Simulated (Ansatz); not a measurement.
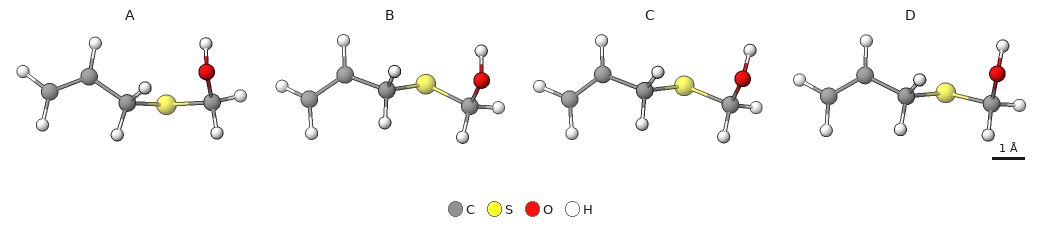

4 geometries from one relaxation of C4H8OS, in shuffled order. The picture is a ball-and-stick view, seen face on.

The run prepares the start of a later molecular dynamics calculation, from a guessed geometry.

Method: Ansatz 0.2.0, RKS PBE/STO-3G. (no spin polarisation; force threshold 0.02 eV/Å; at most 40 steps)

**Put them in the order of the run, from the start to the converged end.**

B, C, D, A. They are steps 0, 3, 11, 20, at +0.832 eV, +0.107 eV, +0.019 eV relative to the last. The largest move after the best rigid fit is that of the S atom, 0.71 Å. Largest moves by element: S 0.71 Å, H 0.65 Å, O 0.55 Å, C 0.42 Å. Some distances before and after: C–S 1.724 → 1.847 Å, C–S 1.765 → 1.860 Å, C–H 1.042 → 1.102 Å, C–C 1.385 → 1.346 Å. Bond angles that change, for instance: C–S–C 102.3° → 93.8°, S–C–H 110.4° → 103.1°, O–C–H 106.9° → 113.2°. Groups turn about C–S by about 40°, C–S by about 20°. After 19 accepted moves (20 points after the start) the energy has fallen by 0.832 eV. The largest force component goes from 5.1 to 0.014 eV/Å. The line search rejected the trial step at point 7 of the run.

Limits of the set-up: STO-3G is a minimal basis, so the numbers are rough.
